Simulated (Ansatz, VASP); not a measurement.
# Pd (Pd(110)) in two plane-wave programs, part 2 of 2

Aim: how closely do two programs agree when they are given the same cell, functional and k mesh?

VASP 6.6.1 and Ansatz 0.2.0.

So far: Set-up; Ansatz: band structure, r2SCAN.

## (3) VASP: band structure, r2SCAN

Level of this step: r2SCAN; plane waves and PAW (Pd) (VASP).

The same cell, functional, mesh and smearing now go to VASP, with its own data sets and cutoff.

Lines of VASP's logs that name or quote its potential files are left out, and so is its time.

Contents of INCAR:

```
SYSTEM = Pd
PREC = Normal
ENCUT = 300
EDIFF = 1E-06
NELM = 120
ISMEAR = -1
SIGMA = 0.1
LREAL = .FALSE.
ALGO = Normal
METAGGA = R2SCAN
LASPH = .TRUE.
NBANDS = 54
LORBIT = 11
LWAVE = .FALSE.
LCHARG = .TRUE.
IDIPOL = 3
LDIPOL = .TRUE.
DIPOL = 0.5 0.5 0.5
LVHAR = .TRUE.
LVACPOTAV = .TRUE.
LELF = .TRUE.
NEDOS = 1500
```

Contents of POSCAR:

```
Pd
1.0
    3.8900000000      0.0000000000      0.0000000000
    0.0000000000      2.7506453788      0.0000000000
    0.0000000000      0.0000000000     26.2519361364
Pd
7
Direct
    0.0000000000      0.0000000000      0.3428318564
    0.5000000000      0.5000000000      0.3952212376
    0.0000000000      0.0000000000      0.4476106188
    0.5000000000      0.5000000000      0.5000000000
    0.0000000000      0.0000000000      0.5523893812
    0.5000000000      0.5000000000      0.6047787624
    0.0000000000      0.0000000000      0.6571681436
```

Contents of KPOINTS:

```
Automatic mesh
0
Gamma
11 15 1
0 0 0
```

Contents of KPOINTS_OPT:

```
Line mode
14
Line-mode
Reciprocal
  0.00000000   0.00000000   0.00000000 GAMMA
 -0.50000000   0.00000000   0.00000000 X

 -0.50000000   0.00000000   0.00000000 X
 -0.50000000  -0.50000000   0.00000000 S

 -0.50000000  -0.50000000   0.00000000 S
  0.00000000  -0.50000000   0.00000000 Y

  0.00000000  -0.50000000   0.00000000 Y
  0.00000000   0.00000000   0.00000000 GAMMA

  0.00000000   0.00000000   0.00000000 GAMMA
 -0.50000000  -0.50000000   0.00000000 S
```

Potentials, in the order of the species: Pd (PBE family, release 64).

Launch:

```bash
mpirun -np 2 vasp_std
```

Numbers of over 12 decimals in the logs are rounded to 6 here.

Log:

```text
[banner, memory and clock lines left out]
running    2 mpi-ranks, on    1 nodes
 distrk:  each k-point on    2 cores,    1 groups
 distr:  one band on    1 cores,    2 groups

 POSCAR found type information on POSCAR Pd
 POSCAR found :  1 types and       7 ions
|                                                                             |
|               ----> ADVICE to this user running VASP <----                  |
|                                                                             |
|     You enforced a specific xc type in the INCAR file but a different       |
|     [... a line on the potential file left out ...]
|     I HOPE YOU KNOW WHAT YOU ARE DOING!                                     |
|                                                                             |

 LDA part: xc-table for (None), standard interpolation
 POSCAR, INCAR and KPOINTS ok, starting setup
 FFT: planning ... GRIDC
 FFT: planning ... GRID_SOFT
 FFT: planning ... GRID
 WAVECAR not read
 entering main loop
       N       E                     dE             d eps       ncg     rms          rms(c)
DAV:   1     0.176712536604E+03    0.17671E+03   -0.24363E+04  5488   0.733E+02
DAV:   2    -0.169437087761E+03   -0.34615E+03   -0.32649E+03  5848   0.211E+02
DAV:   3    -0.180491785775E+03   -0.11055E+02   -0.10765E+02  5938   0.381E+01
DAV:   4    -0.180712628486E+03   -0.22084E+00   -0.22076E+00  7338   0.510E+00
DAV:   5    -0.180715399941E+03   -0.27715E-02   -0.27714E-02  6836   0.526E-01    0.204E+01
DAV:   6    -0.159184617600E+03    0.21531E+02   -0.22486E+01  5592   0.260E+01    0.116E+01
DAV:   7    -0.160809407382E+03   -0.16248E+01   -0.98359E+00  5776   0.233E+01    0.124E+01
DAV:   8    -0.159538767371E+03    0.12706E+01   -0.10982E+01  5582   0.302E+01    0.101E+01
DAV:   9    -0.158573095853E+03    0.96567E+00   -0.15158E+00  5760   0.121E+01    0.376E+00
DAV:  10    -0.158545282601E+03    0.27813E-01   -0.76919E-01  5818   0.588E+00    0.192E+00
DAV:  11    -0.158496888552E+03    0.48394E-01   -0.12903E-01  5422   0.279E+00    0.812E-01
DAV:  12    -0.158498852369E+03   -0.19638E-02   -0.15869E-02  5514   0.852E-01    0.789E-01
DAV:  13    -0.158504385012E+03   -0.55326E-02   -0.17313E-02  5656   0.120E+00    0.854E-01
DAV:  14    -0.158498141923E+03    0.62431E-02   -0.22658E-02  5604   0.125E+00    0.201E-01
[...]
DAV:  39    -0.158501812973E+03   -0.75788E-05   -0.12233E-06  4006   0.787E-03    0.234E-03
DAV:  40    -0.158501795442E+03    0.17532E-04   -0.16999E-06  4216   0.897E-03    0.231E-03
DAV:  41    -0.158501811992E+03   -0.16550E-04   -0.16961E-06  4272   0.941E-03    0.234E-03
DAV:  42    -0.158501806128E+03    0.58637E-05   -0.12391E-06  3944   0.790E-03    0.232E-03
DAV:  43    -0.158501801985E+03    0.41429E-05   -0.55201E-07  3752   0.450E-03    0.233E-03
DAV:  44    -0.158501805453E+03   -0.34680E-05   -0.64079E-07  3656   0.568E-03    0.234E-03
DAV:  45    -0.158501803675E+03    0.17782E-05   -0.87694E-07  3736   0.672E-03    0.234E-03
DAV:  46    -0.158501803727E+03   -0.52423E-07   -0.79097E-07  3648   0.653E-03
|                                                                             |
|           W    W    AA    RRRRR   N    N  II  N    N   GGGG   !!!           |
|           W    W   A  A   R    R  NN   N  II  NN   N  G    G  !!!           |
|           W    W  A    A  R    R  N N  N  II  N N  N  G       !!!           |
|           W WW W  AAAAAA  RRRRR   N  N N  II  N  N N  G  GGG   !            |
|           WW  WW  A    A  R   R   N   NN  II  N   NN  G    G                |
|           W    W  A    A  R    R  N    N  II  N    N   GGGG   !!!           |
|                                                                             |
|     Did not find any points to average over, which means that no vacuum     |
|     field-free region was found. Please increase the size of  your cell     |
|     in the dimension of the dipole correction to obtain accurate            |
|     workfunction values.                                                    |
|                                                                             |

   1 F= -.15850180E+03 E0= -.15827365E+03  d E =-.456303E+00
 Start KPOINTS_OPT (optional k-point list driver)
k-point batch [1-48\70]
       N       E                     dE             ncg
DAV:   1     0.100276284460E+05   -0.63123E+05     5456
DAV:   2    -0.591527041745E+04   -0.15943E+05     5846
DAV:   3    -0.643880404169E+04   -0.52353E+03     5858
DAV:   4    -0.644816498218E+04   -0.93609E+01     7322
DAV:   5    -0.644826849695E+04   -0.10351E+00     6992
DAV:   6    -0.644827151609E+04   -0.30191E-02     7278
DAV:   7    -0.644827155776E+04   -0.41666E-04     6574
DAV:   8    -0.644827155921E+04   -0.14454E-05     3974
DAV:   9    -0.644827155945E+04   -0.24190E-06     3494
k-point batch [49-70\70]
       N       E                     dE             ncg
DAV:   1     0.599207137635E+05   -0.14907E+05     2464
DAV:   2     0.524094246893E+05   -0.75113E+04     2724
DAV:   3     0.521896389335E+05   -0.21979E+03     2706
DAV:   4     0.521858193136E+05   -0.38196E+01     3432
DAV:   5     0.521857811143E+05   -0.38199E-01     3120
DAV:   6     0.521857792832E+05   -0.18311E-02     3478
DAV:   7     0.521857792645E+05   -0.18660E-04     2876
DAV:   8     0.521857792636E+05   -0.95797E-06     1830
```

Parts of OUTCAR (step 3):

```text
ion  position               nearest neighbor table
   1  0.000  0.000  0.343-   2 2.75   2 2.75   2 2.75   2 2.75   3 2.75
   2  0.500  0.500  0.395-   1 2.75   3 2.75   1 2.75   3 2.75   1 2.75   3 2.75   1 2.75   3 2.75
                             4 2.75
   3  0.000  0.000  0.448-   2 2.75   4 2.75   2 2.75   4 2.75   2 2.75   4 2.75   2 2.75   4 2.75
                             1 2.75   5 2.75
   4  0.500  0.500  0.500-   3 2.75   5 2.75   3 2.75   5 2.75   3 2.75   5 2.75   3 2.75   5 2.75
                             2 2.75   6 2.75
   5  0.000  0.000  0.552-   4 2.75   6 2.75   4 2.75   6 2.75   4 2.75   6 2.75   4 2.75   6 2.75
                             3 2.75   7 2.75
   6  0.500  0.500  0.605-   5 2.75   7 2.75   5 2.75   7 2.75   5 2.75   7 2.75   5 2.75   7 2.75
                             4 2.75
   7  0.000  0.000  0.657-   6 2.75   6 2.75   6 2.75   6 2.75   5 2.75

  LATTYP: Found a simple orthorhombic cell.
 ALAT       =     2.7506453788
 B/A-ratio  =     1.4142135624
 C/A-ratio  =     9.5439187977

 Subroutine GETGRP returns: Found  8 space group operations
 (whereof  8 operations were pure point group operations)

The static configuration has the point symmetry D_2h.

 Found     48 irreducible k-points:

   k-points           NKPTS =     48   k-points in BZ     NKDIM =     48   number of bands    NBANDS=     54

   dimension x,y,z NGX =    16 NGY =   12 NGZ =  112
   dimension x,y,z NGXF=    32 NGYF=   24 NGZF=  224

   ENCUT  =  300.0 eV  22.05 Ry    4.70 a.u.   5.49  3.88 37.07*2*pi/ulx,y,z

   NELECT =      70.0000    total number of electrons

 k-points in reciprocal lattice and weights: Automatic mesh
   0.00000000  0.00000000  0.00000000       0.006
   0.09090909  0.00000000  0.00000000       0.012
   0.18181818  0.00000000  0.00000000       0.012
   0.27272727  0.00000000  0.00000000       0.012
   0.36363636  0.00000000  0.00000000       0.012
   0.45454545  0.00000000  0.00000000       0.012
   0.00000000  0.06666667  0.00000000       0.012
   0.09090909  0.06666667  0.00000000       0.024
   0.18181818  0.06666667  0.00000000       0.024
[...]
0.36363636  0.46666667  0.00000000       0.024
   0.45454545  0.46666667  0.00000000       0.024

 dipolmoment           0.000000      0.000000     -0.000000 electrons x Angstroem

 average (electrostatic) potential at core
       1 -83.9837       2 -84.5465       3 -84.6952       4 -84.5960       5 -84.6952
       6 -84.5465       7 -83.9837

 E-fermi :   0.4725

 k-point     1 :       0.0000    0.0000    0.0000
  band No.  band energies     occupation
    ...
     33       0.0625      1.96738
     34       0.1034      1.95133
     35       0.2981      1.70243
     36       0.3587      1.51463
     37       0.5310      0.71530
     38       0.7258      0.14708
     39       1.2102      0.00125
     40       2.9262      0.00000
     41       4.7670      0.00000
     42       5.0530      0.00000
    ...

 k-point     2 :       0.0909    0.0000    0.0000
  band No.  band energies     occupation
    ...
     33       0.1080      1.94910
     34       0.1940      1.88369
     35       0.2648      1.77734
     36       0.2775      1.75093
     37       0.5551      0.60905
     38       0.6719      0.23963
     39       1.2284      0.00104
     40       2.9530      0.00000
     41       4.5172      0.00000
     42       4.8052      0.00000
    ...

 k-point     3 :       0.1818    0.0000    0.0000
  band No.  band energies     occupation
    ...
     34       0.1065      1.94982
     35       0.2289      1.83902
     36       0.3521      1.53845
     37       0.5394      0.67741
     38       0.5751      0.52767
     39       1.2894      0.00057
     40       3.0354      0.00000
     41       3.3298      0.00000
     42       4.8321      0.00000
     43       5.1632      0.00000
    ...

  Total       -1.5372562     -1.9329470      0.3966522      0.0000000      0.0000000      0.0000000
  in kB       -8.7682172    -11.0251623      2.2624288      0.0000000      0.0000000      0.0000000
  external PRESSURE =      -5.8436502 kB  Pullay stress =       0.0000000 kB

  energy-cutoff  :      300.00
  volume of cell :      280.90
      direct lattice vectors                 reciprocal lattice vectors
     3.890000000  0.000000000  0.000000000     0.257069409  0.000000000  0.000000000
     0.000000000  2.750645379  0.000000000     0.000000000  0.363551044  0.000000000
     0.000000000  0.000000000 26.251936136     0.000000000  0.000000000  0.038092428

 POSITION                                       TOTAL-FORCE (eV/Angst)
 -----------------------------------------------------------------------------------
      0.00000      0.00000      9.00000        -0.000000      0.000000      0.316068
      1.94500      1.37532     10.37532         0.000000     -0.000000     -0.519398
      0.00000      0.00000     11.75065        -0.000000     -0.000000     -0.083008
      1.94500      1.37532     13.12597         0.000000     -0.000000      0.000000
      0.00000      0.00000     14.50129         0.000000     -0.000000      0.083008
      1.94500      1.37532     15.87661         0.000000      0.000000      0.519398
      0.00000      0.00000     17.25194        -0.000000     -0.000000     -0.316068
 -----------------------------------------------------------------------------------
    total drift:                               -0.000000      0.000000      0.000000

  FREE ENERGIE OF THE ION-ELECTRON SYSTEM (eV)
  ---------------------------------------------------
  free  energy   TOTEN  =      -158.5018037271 eV

  energy  without entropy=     -158.0455006815  energy(sigma->0) =     -158.27365220

 vacuum level on the upper side and lower side of the slab         5.279         5.279

 total charge
# of ion       s       p       d       tot
------------------------------------------
    1        0.446   0.256   8.553   9.255
    2        0.508   0.432   8.469   9.410
    3        0.516   0.466   8.476   9.458
    4        0.516   0.459   8.499   9.474
    5        0.516   0.466   8.476   9.458
    6        0.508   0.432   8.469   9.410
    7        0.446   0.256   8.553   9.255
--------------------------------------------------
tot          3.457   2.768  59.495  65.720

[... 3 further parts left out ...]
```

## (4) Side by side

Known differences besides the PAW data sets themselves: VASP keeps PBE cores, Ansatz makes them for the functional; the data sets hold 126 valence electrons in Ansatz (default PAW (the set named soft_2) files) and 70 in VASP; the cutoff is 500 eV in Ansatz and 300 eV in VASP (PREC = Normal). Total energies have different zeros and are not compared.

Both answers:

```
                                   quantity  Ansatz  VASP  difference
 work function, lower of the two faces (eV)    4.83  4.81       +0.02
work function, higher of the two faces (eV)    4.83  4.81       +0.02
```

Forces (eV/Å; atoms numbered as in POSCAR):

```
atom        Ansatz x, y, z          VASP x, y, z
 Pd1   0.000, 0.000, 0.343   0.000, 0.000, 0.316
 Pd2  0.000, 0.000, -0.488  0.000, 0.000, -0.519
 Pd3  0.000, 0.000, -0.084  0.000, 0.000, -0.083
 Pd4   0.000, 0.000, 0.000   0.000, 0.000, 0.000
 Pd5   0.000, 0.000, 0.083   0.000, 0.000, 0.083
 Pd6   0.000, 0.000, 0.488   0.000, 0.000, 0.519
 Pd7  0.000, 0.000, -0.343  0.000, 0.000, -0.316
```

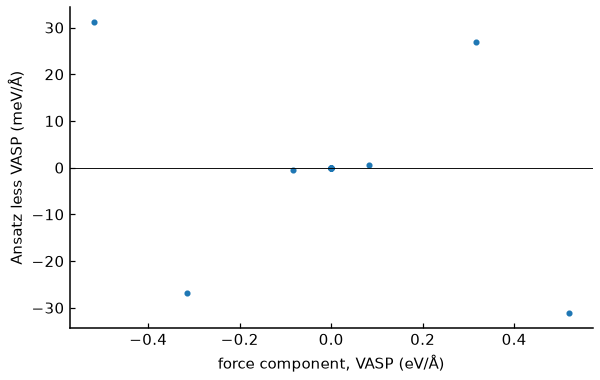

Difference of the force components against their size.

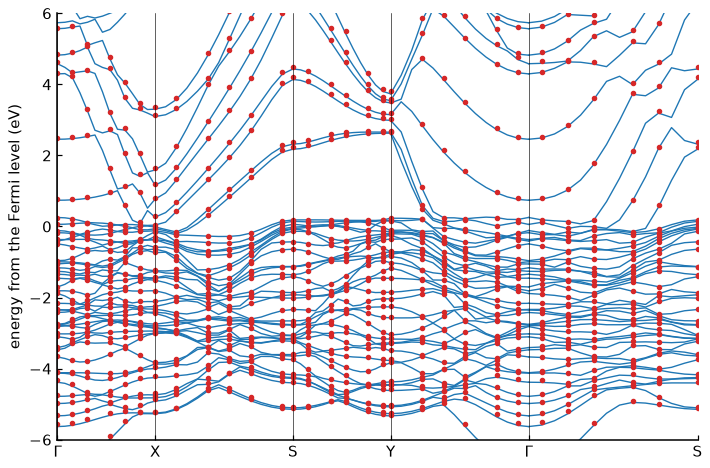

Bands from VASP (lines) and levels from Ansatz (dots). Dots without a line are higher empty bands that the VASP plot leaves out.

The forces differ by 13 meV/Å r.m.s., which is 6.7 % of the r.m.s. force of 0.19 eV/Å (both taken over all components). Levels from 3 eV below to 2 eV above the Fermi level differ by 12 meV r.m.s. and 66 meV at most; each VASP level is matched to the nearest of Ansatz, which flatters the figure a little.

## (5) Looking for the cause

The difference is large enough to ask for its cause, so further runs change the set-up of one program at a time, as the table lists.

```
                                        run  r.m.s. force difference (meV/Å)
                                   as above                               13
         cores kept as stored, as VASP does                               13
    Ansatz's larger PAW set (cutoff 720 eV)                               11
norm-conserving potentials (cutoff 1116 eV)                               11
```

## (6) Outcome

| Quantity | Value |
| --- | --- |
| r.m.s. force difference (band structure, r2SCAN) | 13 meV/Å |

**Reading.** The r.m.s. force difference is 13 meV/Å (band structure, r2SCAN), beyond the 12 meV/Å picked in this series as the mark of a large difference. For band structure, r2SCAN: no further run halves the r.m.s. force difference; only Ansatz's side was varied, and Ansatz's runs with other potentials lie closer to each other than to VASP, which for this quantity points to VASP's side; this was not tested here. How closely two codes agree says nothing of how well the functional describes the real material.

[Lines on the potential files, build, host, timing and source positions are cut from VASP's logs without a mark.]

[Logs are printed without paths, hosts, clocks, repeated set-up lines and the standing remarks that a program may print on its own settings, such as how far it seeks lower states.]

[Hosts, paths, dates, database ids (printed as entryN), source tags and the programs' standing remarks are cut or masked in the printed files.]
